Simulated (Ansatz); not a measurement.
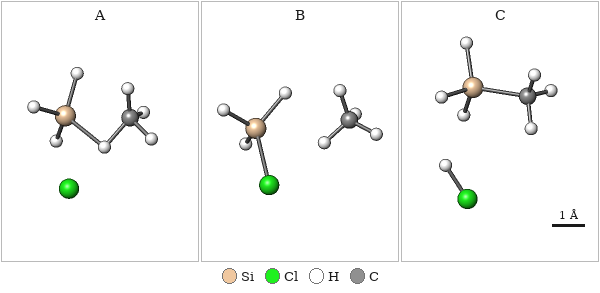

3 geometries from a converged minimum-energy path of CH$_{7}$ClSi, made up of SiH3Cl and CH₄, shuffled. Style: ball-and-stick. Shown at a tilt.

All numbers below come from UKS B3LYP/def2-SVP in Ansatz. Run with 9 movable images; climbing image; force threshold 0.05 eV/Å; iteration limit 60; starting path through a guess of the saddle point.

Q: One of them is the converged climbing image. Which?

A: A. In order along the path, whose images run from 0 to 10: B (image 4, +18.0 kcal/mol), A (image 6, +68.1 kcal/mol), C (image 10, +22.5 kcal/mol). Breaking: C–H (1.10 → 3.63 Å), Cl–Si (2.08 → 3.95 Å). Forming: Cl–H (3.16 → 1.29 Å), C–Si (4.88 → 1.88 Å).

Limits of the set-up: the start holds two separate molecules, 3.2 Å apart at their closest, whose relative position is a soft coordinate and is computed without a dispersion correction.

The run took 4.6 min on 2 threads of Arm Neoverse V1, with other jobs on the host, peak memory 0.22 GiB.
